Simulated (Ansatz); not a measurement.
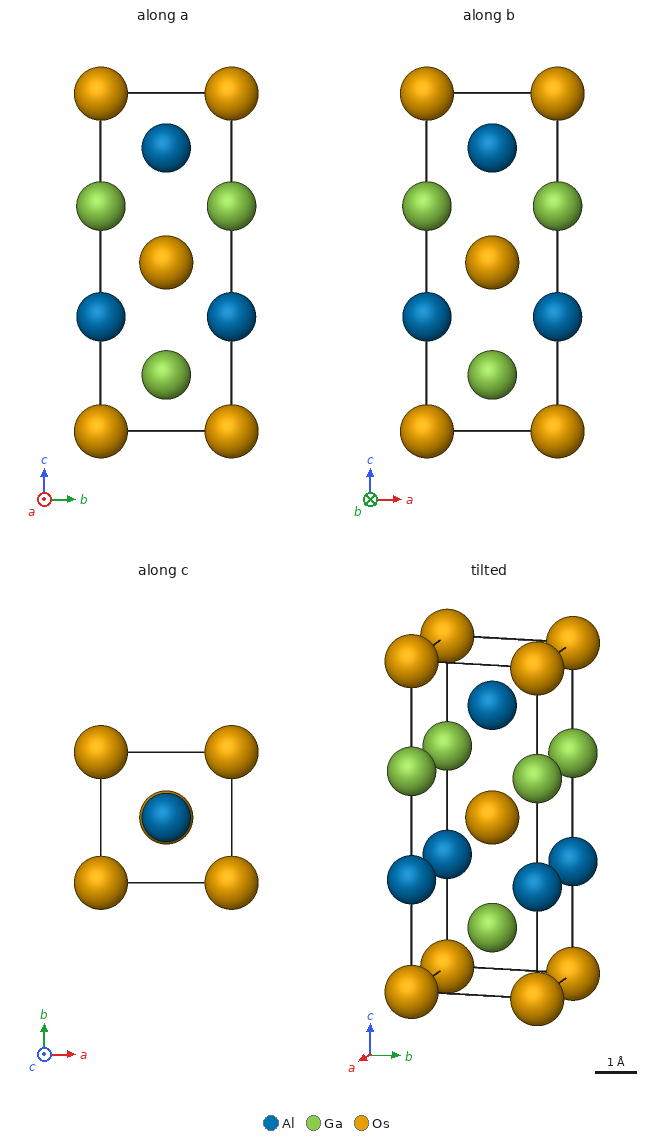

An orthographic spheres-only view of the structure, along the a axis, along the b axis, along the c axis and slightly off an axis. The edges of the conventional unit cell are marked.

Lattice parameters: a = 3.208 Å, b = 3.208 Å, c = 8.293 Å, α = 90.00°, β = 90.00°, γ = 90.00°.

Reconstruct the structure as a table of Wyckoff sites, with free fractional coordinates to two decimals.

Answer. Space group I4mm (No. 107).
| atom | site | x | y | z |
| --- | --- | --- | --- | --- |
| Al | 2a | 0.00 | 0.00 | 0.34 |
| Ga | 2a | 0.50 | 0.50 | 0.16 |
| Os | 2a | 0.50 | 0.50 | 0.50 |

The model was built from a structure type filled with these elements by a generator (whether the compound takes this form wasn't checked). Earlier steps of the study may have refined or changed the cell and positions. A calculation with Ansatz used it as input.
